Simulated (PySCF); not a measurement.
SMILES C[CH]S, doublet, B3LYP/def2-SVP optimised geometry. Atoms within 1.6 Å of the plane z = 1.2 Å (x, y, z in Å): C1 (0.85, 0.56, 0.56), C2 (0.02, -0.55, 0.00), S3 (-1.72, -0.55, 0.00), H4 (0.81, 0.61, 1.67), H5 (1.90, 0.44, 0.28), H6 (0.51, 1.55, 0.19), H7 (0.45, -1.55, -0.12), H8 (-1.90, 0.80, 0.00).

Computed with unrestricted B3LYP/def2-TZVP (PySCF).

Map of the deformation density (molecule minus spherical neutral atoms) (e/bohr³) on the plane z = 1.2 Å:

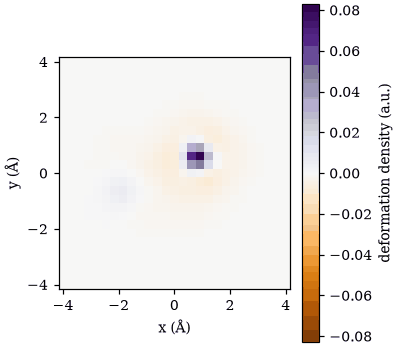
Deformation density (molecule minus spherical neutral atoms) (e/bohr³) on the plane z = 1.2 Å.
